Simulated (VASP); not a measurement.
Band structure of TiTe$_{2}$ (space group P-3m1). Calculation: LDA (Ceperley-Alder, Perdew-Zunger), VASP's LDA PAW potentials (set 64) (plane waves; VASP 6.6.1).

Unless said otherwise, spin-orbit coupling is left out, though it shifts the bands of the heavy elements here.

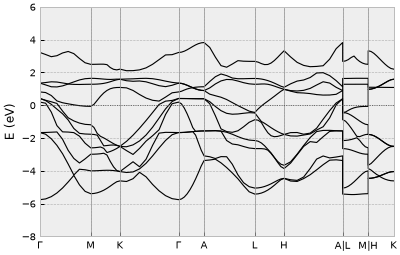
Figure: Bands along high-symmetry lines, zero at the valence-band maximum or, without a gap, the Fermi level

**Question.** Read the plot: is there a gap, and where are the band edges?

**Answer.** It has no gap at this level: it comes out as a metal or semimetal. (Edges off the drawn lines would not show.)

The structure comes from a computed database's TiTe2 entry (P-3m1); how it stands against other phases isn't given here. It was relaxed first, which changed the volume by -14 %.
